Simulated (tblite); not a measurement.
Molecular dynamics of C5H4BrN (part 1 of 2)

- system: C5H4BrN, SMILES Brc1ccncc1
- method: GFN2-xTB Langevin dynamics, gas phase (tblite 0.8.0)

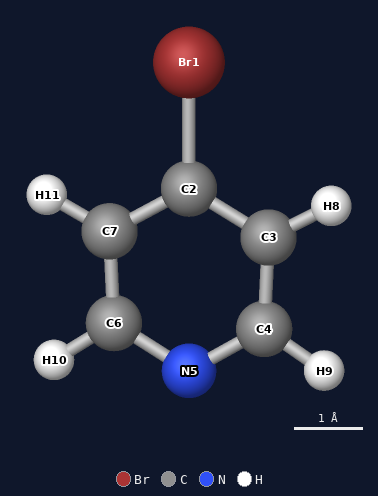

*The structure as given in the input (ball-and-stick view, seen at a tilt; atoms are numbered from 1 in the order of the input).*

Bond lengths as drawn: Br–C 1.91 Å, C–C 1.38 to 1.39 Å, C–H 1.08 Å and C–N 1.32 Å.

**Summary**

```tsv
quantity	value
outcome	finished
mean temperature over the second half	356 K
trajectory	25 frames kept, 12600 fs
hardware	1 CPU thread, shared host
wall time	47 s
peak memory	0.61 GiB
```

**The input**
```
{"job": {"dt": 1.5, "steps": 8000, "equilibration": 400, "friction": 0.005, "h_mass": 4.0, "temperature": 400, "xc": "GFN2-xTB", "basis": "xTB", "kind": "md"}, "charge": 0, "multiplicity": 1}
Br    -1.979875     2.261830     0.063361
C     -0.722410     0.827584     0.017176
C      0.635799     1.096864    -0.001886
C      1.499701     0.011237    -0.035276
N      1.094110    -1.245045    -0.049108
C     -0.204407    -1.482460    -0.030722
C     -1.167291    -0.483679     0.002600
H      1.007816     2.108686     0.009062
H      2.570672     0.160665    -0.052194
H     -0.493477    -2.524510    -0.043449
H     -2.218940    -0.720490     0.016580
```

The first line tells a small driver script what to run in tblite; the rest is the geometry in Å.

Launched with:
```bash
OMP_NUM_THREADS=1 python <driver script> task.json out
```

**Log**
```
t/fs     T/K   E - E0/eV
     0.0    514.2    -0.0000
   525.0    276.1     0.3381
  1050.0    415.0     0.4427
  1575.0    428.4     0.5720
  2100.0    372.9     0.5880
  2625.0    466.1     0.3451
  3150.0    260.4     0.2137
  3675.0    201.3     0.2405
  4200.0    504.2     0.4223
  4725.0    389.6     0.7904
  5250.0    163.1     0.3360
  5775.0    378.0     0.6631
  6300.0    248.7     0.6549
  6825.0    388.6     0.4484
  7350.0    321.5     0.3225
  7875.0    258.9     0.4064
  8400.0    364.5     0.4408
  8925.0    310.3     0.4486
  9450.0    380.3     0.3904
  9975.0    409.8     0.2725
 10500.0    450.6     0.5204
 11025.0    242.2     0.3356
 11550.0    397.9     0.2943
 12075.0    482.6     0.5283
 12600.0    367.4     0.4970
```

**Trajectory as extended XYZ (Å, eV, eV/Å), 25 frames, from step=0 to step=8400**
```
11
Properties=species:S:1:pos:R:3:forces:R:3 step=0 time_fs=0.0 energy=-536.90404 temperature=514.2
Br   -1.9799    2.2618    0.0634    0.0010   0.0000   0.0000
C    -0.7224    0.8276    0.0172   -0.0020   0.0010   0.0000
C     0.6358    1.0969   -0.0019   -0.0010  -0.0010   0.0010
C     1.4997    0.0112   -0.0353   -0.0010   0.0000  -0.0010
N     1.0941   -1.2450   -0.0491    0.0020  -0.0010  -0.0020
C    -0.2044   -1.4825   -0.0307    0.0000   0.0000   0.0000
C    -1.1673   -0.4837    0.0026    0.0000   0.0000   0.0000
H     1.0078    2.1087    0.0091    0.0000   0.0000  -0.0010
H     2.5707    0.1607   -0.0522    0.0010   0.0010   0.0020
H    -0.4935   -2.5245   -0.0434    0.0010  -0.0020   0.0010
H    -2.2189   -0.7205    0.0166   -0.0020   0.0030   0.0000
11
Properties=species:S:1:pos:R:3:forces:R:3 step=350 time_fs=525.0 energy=-536.56589 temperature=276.1
Br   -3.2759    1.9837   -0.1153    0.1910  -0.6400   0.0550
C    -1.5786    1.0886   -0.3800    1.0760  -0.1160  -0.1410
C    -0.5029    1.9473   -0.5997    1.8150  -3.0700  -0.7070
C     0.7662    1.3059   -0.8815   -0.9190   0.4330   0.5000
N     0.9709   -0.0165   -0.9217   -0.2710   1.3230   0.0980
C    -0.0464   -0.8103   -0.6417   -1.5010   2.1120   0.0870
C    -1.3390   -0.3047   -0.3644   -0.1870   0.6560   0.5640
H    -0.5720    2.9851   -0.6335   -0.1610   1.2580   0.0460
H     1.6474    1.9616   -1.0168   -0.5740  -0.6270  -0.0460
H     0.1137   -1.8422   -0.6730    0.2670  -1.2150   0.0400
H    -2.1447   -0.9283    0.0204    0.2640  -0.1140  -0.4960
11
Properties=species:S:1:pos:R:3:forces:R:3 step=700 time_fs=1050.0 energy=-536.46133 temperature=415.0
Br   -3.2203    1.2290   -0.7135    0.7770  -0.2980   0.0310
C    -1.3631    0.5452   -0.8437   -1.0500  -0.5090   0.4690
C    -0.5077    1.1577   -1.7456   -1.0460   1.4860   0.3230
C     0.7283    0.5780   -1.8478    0.9920   1.5210  -0.5310
N     1.1279   -0.3758   -1.0671    2.1970  -0.1110  -1.0290
C     0.3544   -0.9070   -0.2071   -0.7730  -2.6540   1.4460
C    -0.9945   -0.5699   -0.0762    0.6810   1.0370  -1.0360
H    -0.7834    2.1598   -2.1771    0.2910  -1.4320   0.0930
H     1.5334    1.0079   -2.4441   -0.3750  -0.0780  -0.2720
H     0.8666   -1.8030    0.2733   -1.0930   1.1680  -0.0080
H    -1.6427   -1.1321    0.5365   -0.6020  -0.1290   0.5150
11
Properties=species:S:1:pos:R:3:forces:R:3 step=1050 time_fs=1575.0 energy=-536.33207 temperature=428.4
Br   -2.6105   -0.4005   -1.1929    0.1340  -0.1970   0.1200
C    -0.6981   -0.0711   -0.9448   -3.6590   2.1590  -1.5430
C    -0.3598    1.2664   -1.1222    0.4060   0.8390   0.6480
C     0.9648    1.5304   -0.8147    1.3400   0.1050  -0.5120
N     1.9170    0.5793   -0.7729   -1.6240  -0.7760   0.5920
C     1.4883   -0.6797   -0.8166    1.6740  -0.6490  -0.5860
C     0.1425   -1.0814   -0.9149    2.6110  -2.9550   0.4650
H    -1.0639    2.0734   -1.4346    0.5740  -0.9430   0.6780
H     1.4194    2.5173   -0.6831   -0.5630  -0.1100  -0.3210
H     2.3196   -1.4524   -0.8780   -1.1000   0.9480   0.1800
H    -0.1199   -2.1818   -0.9706    0.2070   1.5790   0.2790
11
Properties=species:S:1:pos:R:3:forces:R:3 step=1400 time_fs=2100.0 energy=-536.31599 temperature=372.9
Br   -1.2566   -0.0708   -0.9222    0.2660   0.2080  -1.2120
C    -0.0533    0.1812   -2.5304   -0.2090  -2.4190   0.7890
C     0.7471    1.2876   -2.5172   -1.0260   1.1050   0.7060
C     1.8864    1.3152   -3.2783    0.4070  -2.5480  -0.8200
N     2.3338    0.1865   -3.9025   -0.8620   1.4610   1.0500
C     1.5481   -0.8896   -3.8640    1.3860   0.9610  -0.4430
C     0.3264   -0.9824   -3.2602   -0.7910   1.3980   0.7060
H     0.4388    2.1440   -1.8898    0.3920  -0.5120  -0.4400
H     2.5103    2.1556   -3.1934    0.8050   0.7190  -0.4180
H     2.0494   -1.7457   -4.2618   -0.1090  -0.4870  -0.4560
H    -0.2297   -1.8923   -3.4040   -0.2590   0.1140   0.5380
11
Properties=species:S:1:pos:R:3:forces:R:3 step=1750 time_fs=2625.0 energy=-536.55894 temperature=466.1
Br   -0.5785   -0.5155   -1.1165   -0.4020   0.0060   0.5890
C     0.4094   -0.9267   -2.6386    0.8930   0.1340  -1.2590
C     0.7603    0.1243   -3.5264   -0.4660  -1.2650   0.6900
C     1.5128   -0.1411   -4.6487   -1.1170  -0.3410  -0.3610
N     1.8940   -1.3866   -4.9831    0.2210   1.4290   0.0390
C     1.6320   -2.3407   -4.1402   -1.1110   1.3060   1.7530
C     0.8572   -2.1937   -2.9353    1.3920   0.2070  -1.4210
H     0.3282    1.0609   -3.2901    0.0930   0.9060  -0.0780
H     1.5885    0.6723   -5.3653    0.5670  -0.3460  -0.0310
H     2.1441   -3.2193   -4.3363    0.3880  -1.7500  -0.3490
H     0.8147   -3.0495   -2.3071   -0.4600  -0.2870   0.4290
11
Properties=species:S:1:pos:R:3:forces:R:3 step=2100 time_fs=3150.0 energy=-536.69032 temperature=260.4
Br   -0.7117   -0.8895   -1.3335   -0.0110  -0.0440   0.1290
C     0.4031   -1.3614   -2.8139   -0.8730   0.3040   0.2200
C     0.5660   -0.4281   -3.8193   -0.3070  -0.3760   0.6970
C     1.4275   -0.7891   -4.8286    0.1590   0.5870  -0.0700
N     2.0559   -1.9343   -4.9086   -0.3230  -1.0460   0.7980
C     1.7991   -2.8443   -3.9552    0.2530  -0.6150  -1.1940
C     0.9240   -2.6307   -2.8929    1.3660   0.3160  -0.0060
H     0.0434    0.5044   -3.7223    0.1470   0.2650  -0.3210
H     1.6561   -0.0507   -5.5605    0.2130   0.2690  -0.6890
H     2.2650   -3.8355   -4.1767   -0.3410   0.9000   0.5550
H     0.9024   -3.2482   -2.0178   -0.2820  -0.5620  -0.1200
11
Properties=species:S:1:pos:R:3:forces:R:3 step=2450 time_fs=3675.0 energy=-536.66353 temperature=201.3
Br   -0.4284   -0.7851   -1.9340   -0.1620   0.0950   0.1790
C     0.7194   -1.4794   -3.2670   -0.0730  -1.1550   0.2700
C     1.2227   -0.6543   -4.2483   -0.7560   1.5320   0.4820
C     2.1279   -1.2288   -5.1123    1.4930   0.8430  -0.3700
N     2.5286   -2.4727   -5.0449   -0.4620  -0.8520  -0.3260
C     1.9224   -3.3128   -4.2119    0.4390   0.3600   0.0980
C     1.0492   -2.8433   -3.2319   -0.0930  -0.5950  -0.0490
H     0.9029    0.4352   -4.2199    0.6260  -1.4650  -0.3930
H     2.7685   -0.6398   -5.7915   -0.7440  -0.0510   0.1810
H     2.2644   -4.3502   -4.3287   -0.3780   0.4670   0.3810
H     0.6633   -3.5671   -2.4890    0.1100   0.8200  -0.4530
11
Properties=species:S:1:pos:R:3:forces:R:3 step=2800 time_fs=4200.0 energy=-536.48173 temperature=504.2
Br    1.3282   -1.0725   -1.7849   -0.0840   0.8670   0.9930
C     1.3499   -2.1221   -3.3123    0.5050  -0.0610   0.1740
C     1.6795   -1.5173   -4.5256   -0.9120  -3.3420   0.3210
C     1.6731   -2.3696   -5.6334    0.2560   1.0080   1.4340
N     1.3346   -3.6229   -5.5614    0.1160  -0.9820   0.3910
C     1.0928   -4.1625   -4.3798   -0.8570   0.4060   0.8820
C     1.1286   -3.4724   -3.1295   -0.2300  -0.5390  -2.4010
H     1.7042   -0.5068   -4.5726    0.5020   2.6540  -0.3130
H     1.9998   -1.9775   -6.5439    0.1570   0.3360  -1.4490
H     0.6431   -5.1379   -4.4482    0.3110  -0.4190   0.1910
H     0.8444   -3.9243   -2.1896    0.2360   0.0730  -0.2210
11
Properties=species:S:1:pos:R:3:forces:R:3 step=3150 time_fs=4725.0 energy=-536.11365 temperature=389.6
Br    2.4660   -0.9036   -2.1221    0.8080   0.3720   0.6450
C     1.1522   -1.8247   -2.9948   -1.9660  -1.6340  -2.5750
C     0.2864   -1.2069   -3.8945   -0.3710  -2.4800   0.8880
C    -0.7360   -2.0087   -4.4360   -1.1450   3.3530  -1.7240
N    -0.9286   -3.2732   -4.4296    0.6930  -1.0780   0.9190
C     0.0026   -3.8772   -3.7145    0.7540  -2.9430   0.0690
C     1.0225   -3.2498   -3.0542    1.2220   1.7090   2.2140
H     0.3905   -0.2240   -4.1442   -0.1240   2.3440  -0.4570
H    -1.5054   -1.4993   -5.0542    0.5240   0.1100   0.3220
H     0.0022   -5.0179   -3.7551   -0.0730   1.4700   0.2230
H     1.7431   -3.6246   -2.3289   -0.3240  -1.2210  -0.5250
11
Properties=species:S:1:pos:R:3:forces:R:3 step=3500 time_fs=5250.0 energy=-536.56800 temperature=163.1
Br    1.3910   -0.6999   -1.0644    0.6550   0.2370  -0.0890
C     0.1957   -1.6078   -2.2109   -0.0690   0.0270   0.8510
C    -0.9062   -2.1333   -1.5706   -1.1980   0.1380  -0.3460
C    -1.8925   -2.6265   -2.4477    1.1900   0.1690  -1.0740
N    -1.7545   -2.7141   -3.7903    0.1270   0.3520   1.2310
C    -0.6310   -2.2382   -4.3429   -1.8110  -1.4190   0.9310
C     0.3467   -1.7069   -3.5715    0.2300   0.4250   0.4850
H    -1.0416   -1.9778   -0.4753   -0.0390  -0.4660  -1.1340
H    -2.8201   -2.9665   -2.0758   -0.7540  -0.3590   0.2880
H    -0.5046   -2.3980   -5.3855   -0.1040   0.1020  -0.6080
H     1.1396   -1.2966   -4.0903    1.7730   0.7920  -0.5340
11
Properties=species:S:1:pos:R:3:forces:R:3 step=3850 time_fs=5775.0 energy=-536.24095 temperature=378.0
Br    1.5499   -0.1362   -1.2295   -0.8590  -0.5590   0.0810
C    -0.0606   -1.1091   -1.9164    1.0860   1.1310   0.2130
C    -1.3449   -0.8833   -1.4052    2.0990   1.0930   0.8870
C    -2.2784   -1.3608   -2.2270   -4.4400  -3.0660  -0.2090
N    -2.1108   -2.1528   -3.3142   -1.2540   1.5010   1.1670
C    -0.9023   -2.3374   -3.7400   -0.1020  -0.2200  -0.4020
C     0.1853   -1.8227   -3.0784    0.2010   0.3220   1.1470
H    -1.6175   -0.3372   -0.4805    0.5990  -0.3930  -0.8200
H    -3.3700   -1.4431   -1.7747    1.8080   0.5540  -1.2890
H    -0.8597   -2.8838   -4.6578    0.4060  -0.3700  -0.3240
H     1.1950   -2.0236   -3.3410    0.4580   0.0070  -0.4500
11
Properties=species:S:1:pos:R:3:forces:R:3 step=4200 time_fs=6300.0 energy=-536.24918 temperature=248.7
Br    1.3377    0.0931   -0.6204    0.7350   0.6360   0.2960
C     0.1047   -0.5976   -1.8340    0.9130  -0.4090   0.1510
C    -1.0448   -1.0849   -1.3083   -1.3300  -0.2240   2.5630
C    -1.9490   -1.7699   -2.0744   -1.5450   1.9540  -1.0030
N    -1.7596   -1.7904   -3.3813   -0.7400  -0.9540  -0.2910
C    -0.6321   -1.3352   -3.8920   -1.3990  -1.7320  -1.1900
C     0.3769   -0.8069   -3.1693    0.6700   1.3500  -0.0150
H    -1.3729   -0.9183   -0.2611    0.7770  -0.0300  -0.5710
H    -3.0073   -1.7672   -1.7263    0.9280  -1.0250  -0.2620
H    -0.5847   -1.5681   -4.9547    0.2950   0.4820   0.0660
H     1.1628   -0.3362   -3.7218    0.6970  -0.0480   0.2560
11
Properties=species:S:1:pos:R:3:forces:R:3 step=4550 time_fs=6825.0 energy=-536.45564 temperature=388.6
Br    0.9888    0.3951   -0.9369   -0.0970   0.0330   0.0860
C    -0.5101   -0.5496   -1.7067    0.7690  -0.2420   2.6750
C    -1.2219   -1.4327   -0.8508    0.7080   0.8490  -1.0620
C    -2.2201   -2.1636   -1.4711    0.1150  -1.1290   0.3840
N    -2.5449   -2.0440   -2.7669    1.5320   0.5220   1.2780
C    -1.7851   -1.1964   -3.4564   -1.8580   0.2400  -0.2110
C    -0.7612   -0.3585   -3.0147   -1.4800  -1.7800   0.0830
H    -0.9152   -1.4980    0.1957   -0.3740  -0.1560  -0.5100
H    -2.6509   -3.0023   -0.8910   -0.2400   0.7140  -0.4930
H    -2.2805   -1.0318   -4.3788    0.3200   0.1230  -1.3180
H    -0.2110    0.2784   -3.6227    0.6050   0.8240  -0.9110
```
